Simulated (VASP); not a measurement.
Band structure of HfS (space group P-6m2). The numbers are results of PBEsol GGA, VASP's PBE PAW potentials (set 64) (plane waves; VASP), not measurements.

Unless said otherwise, spin-orbit coupling is left out, though it shifts the bands of the heavy elements here.

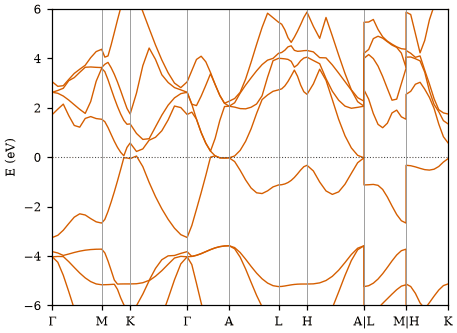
Fig. 1. Bands along high-symmetry lines, zero at the valence-band maximum or, without a gap, the Fermi level

Task: Read the plot: is there a gap, and where are the band edges?

Result: It has no gap at this level: it comes out as a metal or semimetal. (Edges off the drawn lines would not show.)

The structure comes from a computed database's HfS entry (P-6m2); how it stands against other phases isn't given here. It was relaxed first.
